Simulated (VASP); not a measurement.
Shape and ions are relaxed at each volume.

Energy against volume of MgF$_{2}$ (rutile). The numbers are results of PW91 GGA, VASP's PBE PAW potentials (set 64) (plane waves; VASP 6.6.1), not measurements.

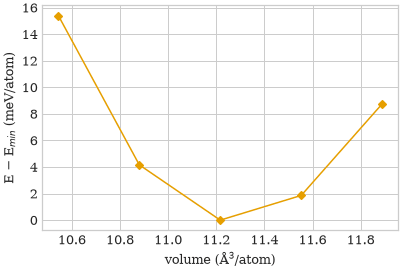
Figure. Energy against volume

### Question
Estimate the equilibrium volume and the bulk modulus.

### Answer
The minimum lies near 11.3 Å³/atom, and the curvature gives B0 of about 93 GPa.

The compound is MgF2 in the rutile structure. It was relaxed first.
